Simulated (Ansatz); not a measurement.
**AlF3···F3HSi: density, localisation and related maps**

Input file:

```
crystal:
  periodic: [false, false, false]
  atoms:
    - {symbol: Al, position_ang: [-1.641892, -0.432440, -0.652193]}
    - {symbol: H, position_ang: [0.454538, 0.030060, -0.632163]}
    - {symbol: F, position_ang: [-1.427573, -1.917938, -1.291936]}
    - {symbol: F, position_ang: [-2.030649, 0.830373, -1.609251]}
    - {symbol: Si, position_ang: [1.327399, 0.349559, 0.524537]}
    - {symbol: F, position_ang: [-1.641908, -0.245019, 0.975339]}
    - {symbol: F, position_ang: [2.757802, 0.593459, -0.063599]}
    - {symbol: F, position_ang: [1.372898, -0.855977, 1.515370]}
    - {symbol: F, position_ang: [0.829285, 1.647924, 1.233795]}
basis:
  gaussian: {orbitals: def2-TZVPP}
hamiltonian: {xc: pbe0, dispersion: d4}
output: {orbitals: {seedname: orbitals}}
```

Run with:

```sh
ansatz run in.yaml --threads 4 --pin off --events-out ev --progress --plain --max-ram 46080MiB --backend cpu
```

The product side of a reaction path; geometry: PBE0-D4/def2-TZVP.

Computed with Ansatz, RKS PBE0-D4/def2-TZVPP.

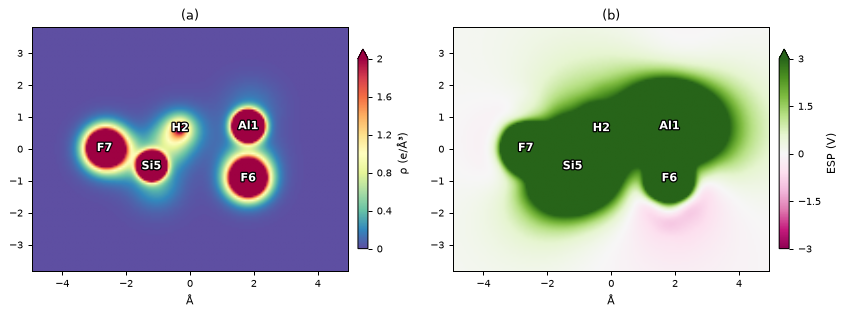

Figure 1. (a) electron density; (b) molecular electrostatic potential on the plane of atoms H2, Si5 and F7.

> What do the fields say about this system?

- The plane passes through Al, H, Si and F nuclei.
- Al1···H2 (2.15 Å): the density falls to about 0.11 e/Å³ on the way.
- Si–F (1.57 Å): the density is about 1.3 e/Å³ at the midpoint.
- Al–F (1.64 Å): the density is about 0.93 e/Å³ at the midpoint.
- Si–H (1.48 Å): ρ is about 0.81 e/Å³ halfway.
- Outside the dense part of the complex the potential is most negative (−0.9 V) near F6.

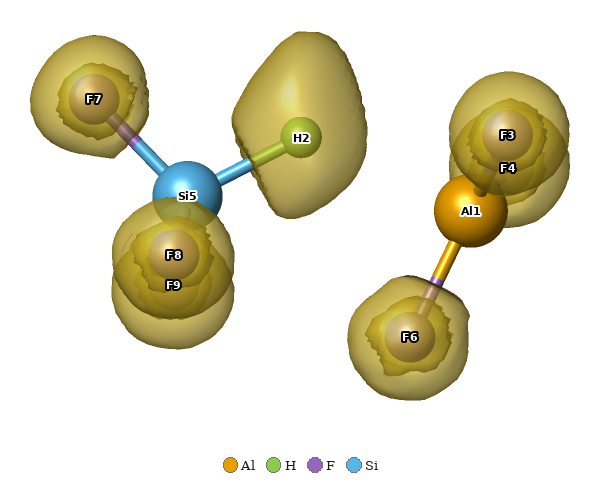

Figure 2. Isosurface of the ELF at 0.8 (yellow), seen from one side. Only the valence region is drawn (cores and ρ < 0.01 e/Å³ removed).

> Describe the localisation domains.

The ELF exceeds this value in one region around a hydrogen nucleus and six regions wrapped around F (the valence shell of each). Along the contacts the grid gives the following. Al1···H2 (2.15 Å): the ELF climbs to about 1 towards the hydrogen. Si–F (1.56 Å): the ELF peaks at about 0.85 in the valence shell of F, 0.6 Å from its nucleus, and is about 0.55 at the midpoint.

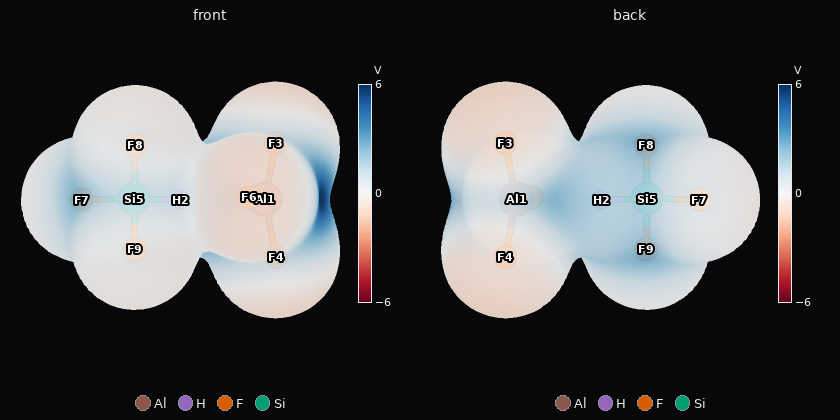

Figure 3. The molecular electrostatic potential painted on the density surface at 0.002 e/bohr³, seen from the front and from behind; the colour scale runs from red (negative) to blue (positive).

> Where is the surface potential most negative and most positive?

The most negative region (about −0.9 V, or −21 kcal/mol for a unit charge) lies over F3, F4 and F6, the most positive (about +5.4 V, or +125 kcal/mol for a unit charge) over Al1.

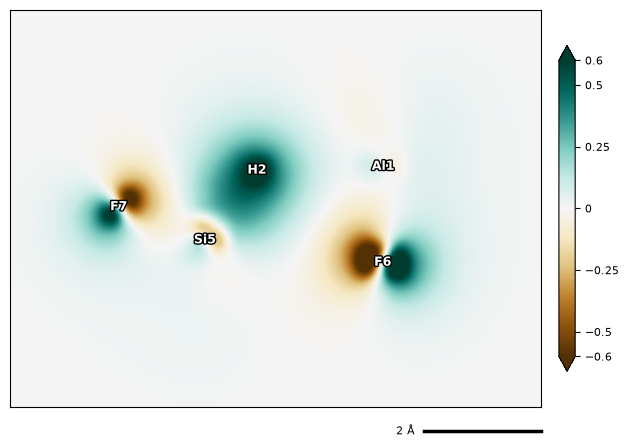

Figure 4. The HOMO−1 on the plane of atoms H2, Si5 and F7 (values in Å⁻³ᐟ²; the overall sign is arbitrary).

> What is the character of this orbital?

Its weight (Hirshfeld) is mainly on H2 (about 20 %), F6 (about 20 %), Si5 (about 15 %), F3 (about 10 %), F4 (about 10 %) and F7 (about 10 %). Its energy is −11.90 eV.
